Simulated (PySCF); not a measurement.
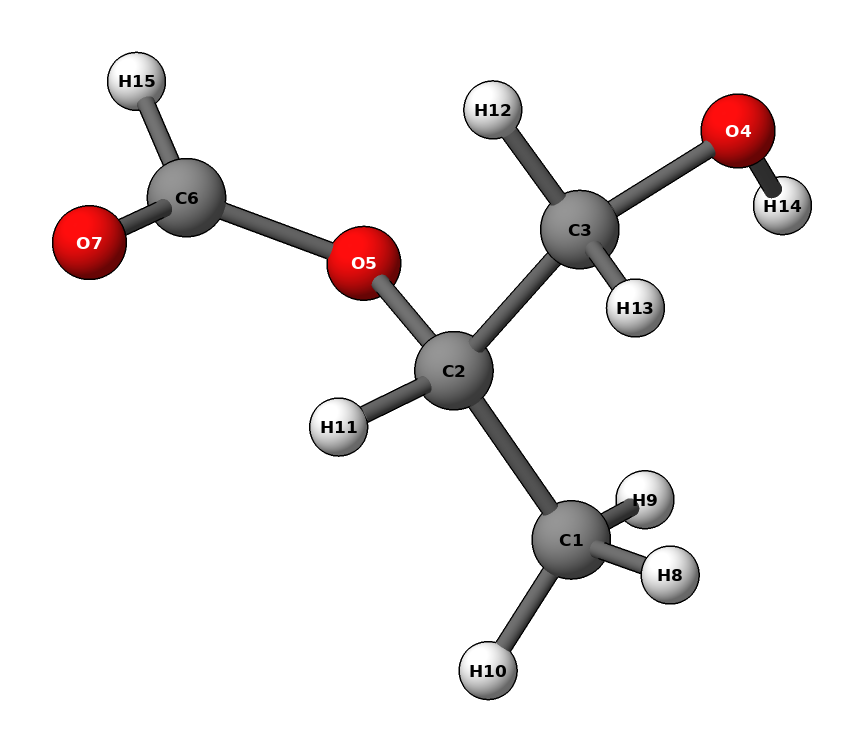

The questions are on isotropic NMR shieldings of the H atoms. Geometry: a frame of a GFN2-xTB molecular-dynamics simulation, not a minimum. Method: GIAO PBE0/pcSseg-1 NMR shielding, non-relativistic, gas phase (PySCF 2.14.0).

Give the isotropic NMR shieldings of the H atoms atom by atom.

| atom | σ (ppm) |
| --- | --- |
| H8 | 31.01 |
| H9 | 30.41 |
| H10 | 29.58 |
| H11 | 25.37 |
| H12 | 27.29 |
| H13 | 27.46 |
| H14 | 30.59 |
| H15 | 22.71 |
